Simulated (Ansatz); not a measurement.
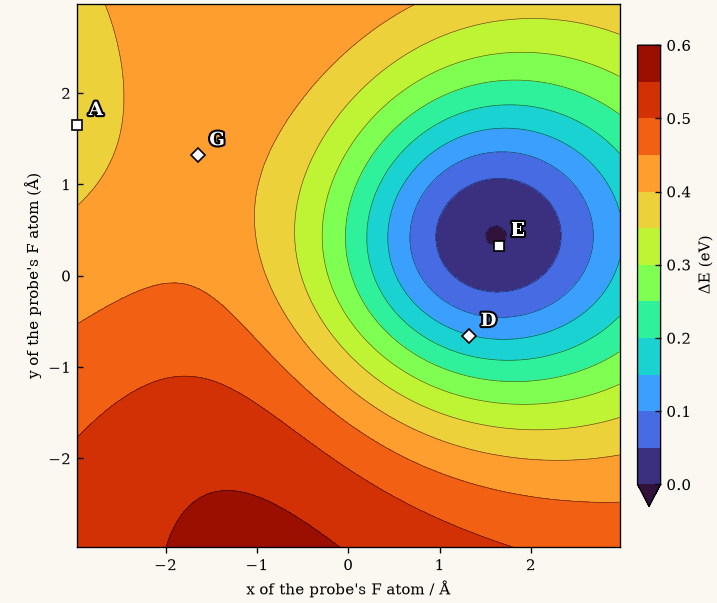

CH₃FOS (SMILES OC(F)S) with the probe F-. The probe is moved over a plane parallel to the molecule's main plane, 3.68 Å above it. Coordinates scanned: (1) x of the probe's F atom; (2) y of the probe's F atom. Nothing is relaxed (molecule and probe rigid). Grid: 19 × 19 points. Energies are in eV, from the lowest grid point. The calculation used Ansatz 0.2.0, RHF/def2-SVPD.

Drawn: filled contours, lettered points. Between grid points the surface is interpolated.

### What kind of point is each of D, E, G: minimum, saddle, maximum or slope?

D: on a slope; E: minimum; G: saddle point. (In these two coordinates alone; a stationary point may lie a little off the grid point.)

### Rank the lettered points by energy, lowest first.

E (0.000 eV), D (0.153 eV), A (0.385 eV), G (0.422 eV).
